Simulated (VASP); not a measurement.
Band structure of BP (zinc blende). Level of theory: PW91 GGA, VASP's PBE PAW potentials (set 64) (plane waves; VASP).

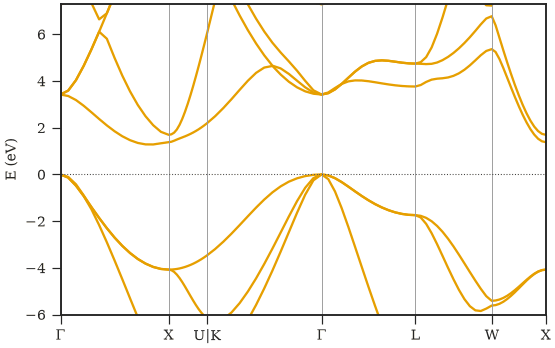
Bands along high-symmetry lines, zero at the valence-band maximum or, without a gap, the Fermi level

**Question.** Read the plot: is there a gap, and where are the band edges?

**Answer.** The gap is indirect, 1.28 eV, from the valence maximum at Γ to the conduction minimum at Γ-X at 0.86. (Edges off the drawn lines would not show.)

The compound is BP in the zinc blende structure. It was relaxed first.
